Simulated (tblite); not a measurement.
C$_{5}$H$_{11}$BGeO: geometry relaxation

The run: geometry relaxation of C$_{5}$H$_{11}$BGeO. Method and program: GFN2-xTB geometry optimisation, gas phase (tblite 0.8.0).

It belongs to a series of runs on one base structure; here: C replaced by Ge.

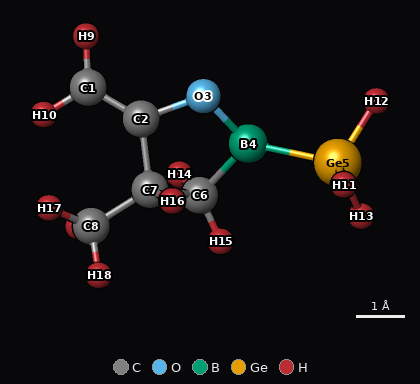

*The structure as given in the input (ball-and-stick view, seen on its broad side; atoms are numbered from 1 in the order of the input). Sticks mark near contacts.*

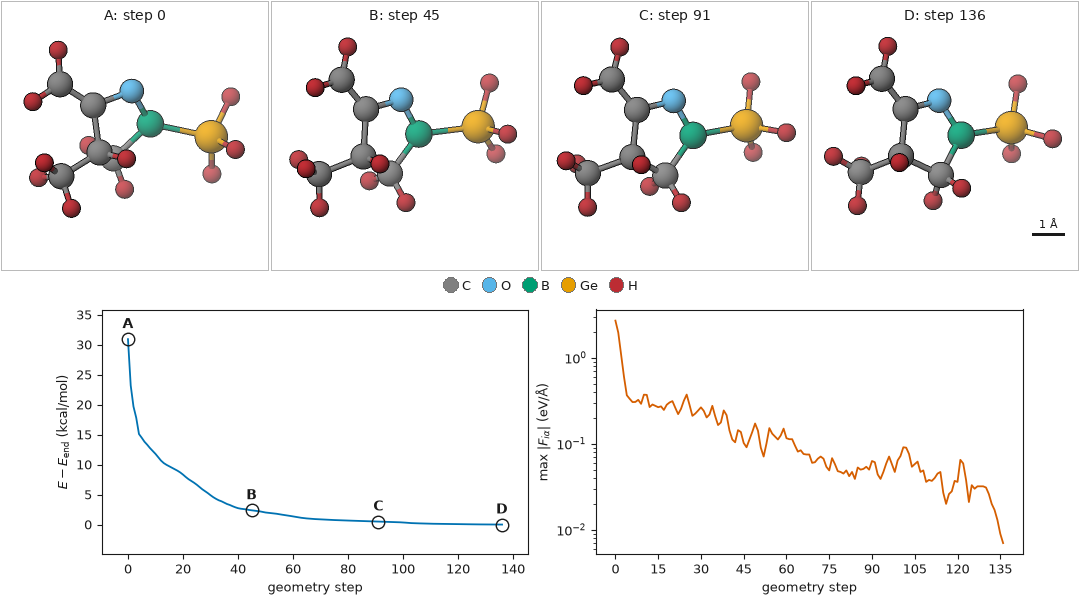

*Frames of the relaxation (ball-and-stick view, seen at a tilt) above the curves, on which the letters mark them (steps are counted from 0).*

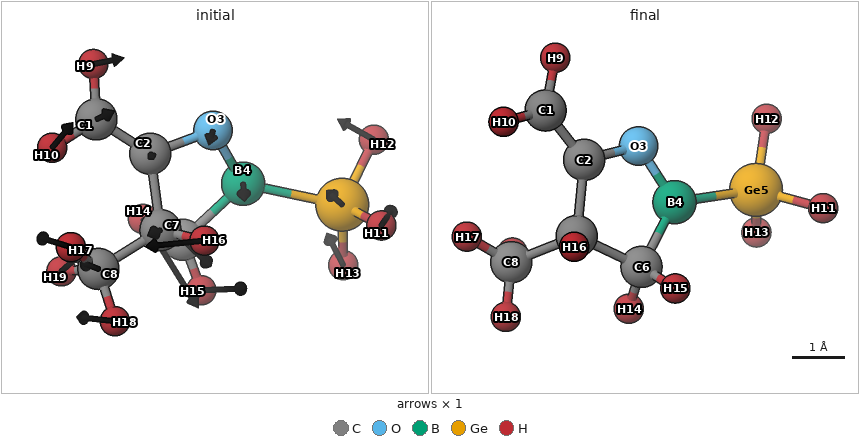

*Before (left) and after (right) the relaxation, at one scale (ball-and-stick view, seen at a tilt). The black arrows give the displacements, at true length.*

The atom that moves furthest after the best rigid fit is H14 (2.32 Å). By element the largest moves are H 2.32 Å, C 1.35 Å, Ge 0.63 Å, B 0.53 Å, O 0.37 Å. Among the contacts that change: O3–B4 1.489 → 1.341 Å, Ge5–H12 1.549 → 1.492 Å, Ge5–H13 1.553 → 1.497 Å, C7–C8 1.480 → 1.530 Å. Among the angles that change: H14–C6–H15 118.0° → 106.2°, O3–B4–Ge5 128.8° → 117.2°, B4–Ge5–H13 106.1° → 115.4°. Over 136 geometry steps the energy falls by 30.9 kcal/mol. The largest force component goes from 2.7 to 0.007 eV/Å. (Atoms are counted from 1 in the order of the input.)

The input and output of the run follow.

Input file:
```
{"job": {"kind": "relax", "xc": "GFN2-xTB", "basis": "xTB"}, "charge": 0, "multiplicity": 1}
C     -2.162600     1.492800     0.146700
C     -0.967700     0.982100     0.256200
O      0.290800     1.594200     0.118200
B      1.284400     0.588000    -0.349300
Ge     3.257200     0.492500     0.035800
C      0.339600    -0.696100    -0.581400
C     -0.602600    -0.443200     0.598000
C     -1.760100    -1.363400     0.657000
H     -2.337400     2.537300    -0.098000
H     -3.030200     0.835600     0.310900
H      3.577200     0.356000     1.532000
H      3.886500     1.784700    -0.542700
H      3.782400    -0.763900    -0.710000
H     -0.222000    -0.495300    -1.484000
H      0.880500    -1.622400    -0.518800
H     -0.013100    -0.425200     1.538700
H     -2.630600    -0.949800     1.250600
H     -1.445200    -2.275400     1.235800
H     -2.137000    -1.619300    -0.342500
```

The first line tells a small driver script what to run in tblite; the rest is the geometry in Å.

Launch command:
```bash
OMP_NUM_THREADS=1 python <driver script> task.json out
```

What the program printed:
```
step      E/eV     max force
  0    -639.62139    3.272
  1    -639.95660    2.048
  2    -640.10844    1.368
  3    -640.18948    0.776
  4    -640.30741    0.481
  5    -640.33420    0.403
  6    -640.36311    0.356
  7    -640.38491    0.371
  8    -640.40896    0.363
  9    -640.42940    0.309
 10    -640.45091    0.378
 11    -640.47502    0.377
 12    -640.49925    0.314
 13    -640.51736    0.305
 14    -640.53008    0.277
 15    -640.54076    0.270
 16    -640.55103    0.277
 17    -640.56152    0.274
 18    -640.57264    0.291
 19    -640.58526    0.302
 20    -640.60068    0.368
 21    -640.61793    0.307
 22    -640.63369    0.269
 23    -640.64670    0.277
 24    -640.65937    0.319
 25    -640.67384    0.384
 26    -640.69036    0.364
 27    -640.70673    0.269
 28    -640.72056    0.255
 29    -640.73422    0.252
 30    -640.74969    0.347
 31    -640.76396    0.301
 32    -640.77604    0.236
 33    -640.78649    0.262
 34    -640.79385    0.305
 35    -640.80327    0.233
 36    -640.81349    0.181
 37    -640.82025    0.192
 38    -640.82916    0.288
 39    -640.83700    0.298
 40    -640.84358    0.161
 41    -640.84752    0.144
 42    -640.84973    0.159
 43    -640.85245    0.206
 44    -640.85654    0.185
 45    -640.85895    0.122
 46    -640.86121    0.124
 47    -640.86345    0.125
 48    -640.86682    0.145
 49    -640.87107    0.195
 50    -640.87481    0.157
 51    -640.87703    0.112
 52    -640.87861    0.105
 53    -640.88076    0.119
 54    -640.88395    0.182
 55    -640.88753    0.171
 56    -640.89059    0.122
 57    -640.89339    0.118
 58    -640.89644    0.129
 59    -640.89980    0.166
 60    -640.90329    0.138
 61    -640.90673    0.129
 62    -640.91008    0.138
 63    -640.91316    0.109
 64    -640.91571    0.101
 65    -640.91777    0.090
 66    -640.91956    0.106
 67    -640.92106    0.097
 68    -640.92243    0.079
 69    -640.92354    0.064
 70    -640.92421    0.090
 71    -640.92532    0.079
 72    -640.92666    0.084
 73    -640.92799    0.081
 74    -640.92874    0.064
 75    -640.92946    0.063
 76    -640.93030    0.082
 77    -640.93110    0.087
 78    -640.93180    0.064
 79    -640.93247    0.066
 80    -640.93314    0.066
 81    -640.93382    0.066
 82    -640.93446    0.062
 83    -640.93500    0.051
 84    -640.93549    0.054
 85    -640.93606    0.060
 86    -640.93671    0.068
 87    -640.93745    0.060
 88    -640.93813    0.059
 89    -640.93890    0.063
 90    -640.93977    0.082
 91    -640.94058    0.073
 92    -640.94112    0.046
 93    -640.94150    0.041
 94    -640.94190    0.061
 95    -640.94249    0.079
 96    -640.94331    0.078
 97    -640.94419    0.060
 98    -640.94501    0.060
 99    -640.94583    0.076
100    -640.94695    0.090
101    -640.94840    0.110
102    -640.95019    0.106
103    -640.95150    0.089
104    -640.95240    0.077
105    -640.95303    0.062
106    -640.95360    0.067
107    -640.95426    0.052
108    -640.95489    0.051
109    -640.95565    0.051
110    -640.95605    0.049
111    -640.95632    0.044
112    -640.95655    0.044
113    -640.95686    0.050
114    -640.95712    0.049
115    -640.95730    0.034
116    -640.95751    0.026
117    -640.95777    0.032
118    -640.95805    0.033
119    -640.95849    0.045
120    -640.95884    0.044
121    -640.95899    0.085
122    -640.95947    0.062
123    -640.95973    0.042
124    -640.96006    0.023
125    -640.96045    0.034
126    -640.96062    0.035
127    -640.96082    0.036
128    -640.96101    0.036
129    -640.96119    0.035
130    -640.96129    0.053
131    -640.96154    0.030
132    -640.96172    0.024
133    -640.96194    0.022
134    -640.96201    0.018
135    -640.96206    0.012
136    -640.96209    0.008
```

Trajectory as extended XYZ (Å, eV, eV/Å), 6 of the 137 frames kept, from step=0 to step=136:
```
19
Properties=species:S:1:pos:R:3:forces:R:3 step=0 energy=-639.62139
C    -2.1626    1.4928    0.1467   -1.0760   0.5680  -0.1250
C    -0.9677    0.9821    0.2562    2.2330  -0.3830   0.7450
O     0.2908    1.5942    0.1182    1.2260  -0.9920  -1.1180
B     1.2844    0.5880   -0.3493   -2.7000   1.1770   1.4250
Ge    3.2572    0.4925    0.0358   -0.2800   0.4930  -0.5360
C     0.3396   -0.6961   -0.5814    1.2410   1.0340   0.4690
C    -0.6026   -0.4432    0.5980   -0.2180   0.5330  -0.2930
C    -1.7601   -1.3634    0.6570   -1.3730  -1.4430   1.4110
H    -2.3374    2.5373   -0.0980    0.0000  -0.4070   0.0240
H    -3.0302    0.8356    0.3109    0.5890   0.7170  -0.1310
H     3.5772    0.3560    1.5320    0.0350   0.0630  -0.6510
H     3.8865    1.7847   -0.5427    0.2080  -0.7390   0.4070
H     3.7824   -0.7639   -0.7100    0.0570   0.6800   0.4490
H    -0.2220   -0.4953   -1.4840   -0.1030  -0.7470  -0.3960
H     0.8805   -1.6224   -0.5188   -0.2020  -0.6230  -0.3780
H    -0.0131   -0.4252    1.5387   -0.3800  -0.0870  -0.2730
H    -2.6306   -0.9498    1.2506    0.9650  -0.2870  -0.5770
H    -1.4452   -2.2754    1.2358   -0.4360   0.5040  -0.8830
H    -2.1370   -1.6193   -0.3425    0.2150  -0.0600   0.4300
19
Properties=species:S:1:pos:R:3:forces:R:3 step=27 energy=-640.70673
C    -2.0034    1.6714    0.2556    0.0080  -0.0130  -0.1160
C    -0.9265    0.9062    0.2825   -0.0330   0.0090   0.1710
O     0.3244    1.4515    0.0148   -0.0910  -0.0410  -0.0540
B     1.1979    0.4890   -0.3246    0.0710  -0.0330   0.1330
Ge    3.1693    0.7257   -0.1955   -0.0100   0.1670  -0.1630
C     0.4371   -0.9060   -0.3500    0.0440   0.0280   0.0280
C    -0.7245   -0.5608    0.6073    0.1100   0.0720  -0.0450
C    -1.9368   -1.4754    0.5615    0.1070   0.1930  -0.0430
H    -1.9023    2.7144    0.0201   -0.0030   0.0920  -0.0380
H    -3.0023    1.3151    0.4125    0.0520  -0.1700   0.1350
H     3.4506    0.6084    1.2610    0.1830  -0.0170   0.1510
H     3.8877    1.9726   -0.5990   -0.0490  -0.0350  -0.0020
H     3.9565   -0.3917   -0.7928    0.0770   0.0000  -0.0120
H     0.0558   -1.0682   -1.3658   -0.0980  -0.2010   0.1490
H     1.0052   -1.7868   -0.0480   -0.1070  -0.0010  -0.0210
H    -0.3271   -0.5765    1.6367    0.0240  -0.0400  -0.1010
H    -2.6597   -1.1295    1.3000   -0.0810  -0.1260  -0.1560
H    -1.6381   -2.4975    0.8117   -0.0930   0.2110  -0.1070
H    -2.3735   -1.4527   -0.4348   -0.1130  -0.0930   0.0920
19
Properties=species:S:1:pos:R:3:forces:R:3 step=54 energy=-640.88395
C    -1.8891    1.6684    0.3529   -0.0350  -0.0120  -0.0190
C    -0.8474    0.8560    0.3240    0.0350   0.0020   0.0520
O     0.4082    1.2863   -0.0494   -0.0240   0.0490   0.0670
B     1.2802    0.2707   -0.1819   -0.0930   0.0390   0.0430
Ge    3.2067    0.7989   -0.2965    0.0220   0.0730  -0.0360
C     0.4821   -1.0979   -0.0247    0.0480  -0.0250  -0.0370
C    -0.7963   -0.6096    0.6931    0.1520  -0.0600  -0.0810
C    -2.0647   -1.3673    0.3310   -0.0330  -0.0450   0.0150
H    -1.8012    2.6945    0.0484   -0.0200   0.0440   0.0400
H    -2.8504    1.3155    0.6801    0.0340   0.0610  -0.0530
H     3.8040    0.8269    1.0755    0.0470  -0.0040   0.0120
H     3.4938    2.1722   -0.8155   -0.0530  -0.0490   0.0160
H     4.1563   -0.0737   -1.0455    0.0260  -0.0660  -0.0420
H     0.2177   -1.4534   -1.0279   -0.0210  -0.0550   0.0560
H     0.9677   -1.9297    0.4877   -0.0410   0.0800   0.0100
H    -0.6254   -0.6778    1.7765   -0.0410  -0.0160  -0.0320
H    -2.8663   -1.1132    1.0181   -0.0530  -0.0080   0.0240
H    -1.8969   -2.4403    0.3824    0.0240  -0.0130   0.0470
H    -2.3889   -1.1175   -0.6750    0.0260   0.0060  -0.0820
19
Properties=species:S:1:pos:R:3:forces:R:3 step=82 energy=-640.93446
C    -1.8696    1.6959    0.4212   -0.0210  -0.0050   0.0130
C    -0.8495    0.8556    0.4464    0.0110  -0.0020  -0.0060
O     0.4343    1.2836    0.1902    0.0090   0.0200  -0.0050
B     1.2999    0.2677    0.0475    0.0040   0.0140  -0.0420
Ge    3.1907    0.8045   -0.3615   -0.0420   0.0290   0.0350
C     0.5106   -1.1089    0.1766    0.0220  -0.0090   0.0090
C    -0.8488   -0.6323    0.7305    0.0100  -0.0030   0.0000
C    -2.0535   -1.3699    0.1594    0.0210   0.0070  -0.0020
H    -1.7275    2.7417    0.2164    0.0100  -0.0110  -0.0150
H    -2.8704    1.3571    0.6054   -0.0330   0.0110   0.0310
H     4.1046    0.8784    0.8219    0.0020  -0.0370  -0.0110
H     3.3020    2.1708   -0.9552    0.0040  -0.0210  -0.0070
H     3.9400   -0.0736   -1.3117    0.0240  -0.0120  -0.0060
H     0.3728   -1.5505   -0.8160   -0.0070   0.0120   0.0150
H     0.9539   -1.8858    0.7986    0.0300   0.0230   0.0070
H    -0.8437   -0.7540    1.8224   -0.0260  -0.0140  -0.0230
H    -2.9676   -1.0323    0.6415   -0.0170  -0.0190  -0.0350
H    -1.9490   -2.4386    0.3321   -0.0060  -0.0070   0.0120
H    -2.1391   -1.2001   -0.9125    0.0060   0.0250   0.0310
19
Properties=species:S:1:pos:R:3:forces:R:3 step=109 energy=-640.95565
C    -1.9153    1.7106    0.5846    0.0140   0.0250   0.0320
C    -0.8948    0.8761    0.4781   -0.0030  -0.0200   0.0100
O     0.3529    1.3108    0.0944    0.0060  -0.0130  -0.0210
B     1.2504    0.3161    0.0315    0.0150   0.0070  -0.0250
Ge    3.1361    0.7645   -0.4810    0.0210   0.0290   0.0360
C     0.5496   -1.0640    0.3961   -0.0140   0.0250   0.0190
C    -0.8850   -0.6162    0.7535   -0.0270   0.0000   0.0140
C    -1.9588   -1.3529   -0.0460    0.0250   0.0080   0.0030
H    -1.8071    2.7584    0.3716    0.0110   0.0050  -0.0170
H    -2.8809    1.3681    0.9048   -0.0130  -0.0130  -0.0160
H     4.1195    0.6640    0.6456   -0.0120  -0.0050  -0.0190
H     3.3651    2.1394   -1.0168   -0.0240  -0.0100   0.0050
H     3.7493   -0.1294   -1.5119    0.0030  -0.0120  -0.0140
H     0.5365   -1.7497   -0.4543   -0.0030   0.0000  -0.0060
H     1.0256   -1.6069    1.2139   -0.0280   0.0090   0.0120
H    -1.0818   -0.7636    1.8215    0.0210  -0.0330  -0.0120
H    -2.9524   -1.0026    0.2239    0.0230   0.0060  -0.0080
H    -1.9045   -2.4200    0.1564   -0.0040  -0.0170   0.0000
H    -1.8140   -1.1934   -1.1128   -0.0120   0.0090   0.0070
19
Properties=species:S:1:pos:R:3:forces:R:3 step=136 energy=-640.96209
C    -1.9010    1.7257    0.7078    0.0030  -0.0070  -0.0010
C    -0.9101    0.8676    0.5310    0.0020  -0.0020   0.0000
O     0.3198    1.2727    0.0678   -0.0010  -0.0010   0.0000
B     1.2209    0.2791    0.0571   -0.0060  -0.0010   0.0020
Ge    3.0681    0.7244   -0.5783    0.0010  -0.0040   0.0020
C     0.5488   -1.0565    0.6020   -0.0030   0.0040   0.0020
C    -0.9244   -0.6283    0.7774    0.0020   0.0000   0.0030
C    -1.8518   -1.3226   -0.2215   -0.0010   0.0020   0.0040
H    -1.7819    2.7709    0.4869   -0.0020   0.0010   0.0040
H    -2.8535    1.3990    1.0808   -0.0050   0.0050  -0.0040
H     4.1478    0.5629    0.4458    0.0010  -0.0020  -0.0010
H     3.2415    2.1250   -1.0625    0.0050   0.0010  -0.0040
H     3.5781   -0.1159   -1.7075    0.0020   0.0030  -0.0030
H     0.6356   -1.9115   -0.0699   -0.0010   0.0040  -0.0020
H     0.9823   -1.3723    1.5535   -0.0040   0.0000   0.0030
H    -1.2867   -0.8278    1.7899    0.0020   0.0010   0.0020
H    -2.8663   -0.9423   -0.1265    0.0040  -0.0040  -0.0040
H    -1.8655   -2.3952   -0.0405    0.0050  -0.0030  -0.0010
H    -1.5115   -1.1458   -1.2401   -0.0040   0.0060   0.0010
```

Results in brief:

| quantity | value |
| --- | --- |
| outcome | converged |
| total energy | −640.9621 eV |
| hardware | 1 CPU thread, shared host |
| wall time | 1.8 s |
| peak memory | 0.18 GiB |
